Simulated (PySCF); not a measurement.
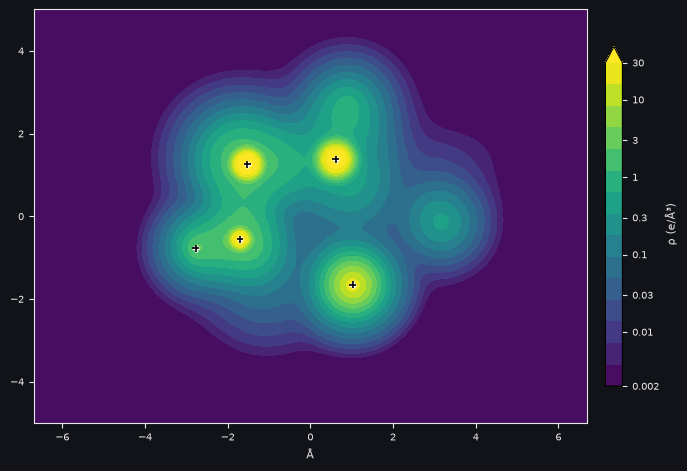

The electron density on a plane through atoms (crosses mark nuclei in the plane).

The calculation used PBE0/pcSseg-1, SCF density, gas phase, non-relativistic (PySCF).

Candidates:
A. C$_{7}$H$_{12}$OSi$_{2}$
B. C$_{6}$H$_{11}$FS$_{2}$Si

> Which system is this?

Candidate B: C$_{6}$H$_{11}$FS$_{2}$Si on the plane of atoms C4, S5 and Si6, which holds F, C, S, Si and H. C–S (1.82 Å): ρ is about 1.2 e/Å³ halfway.
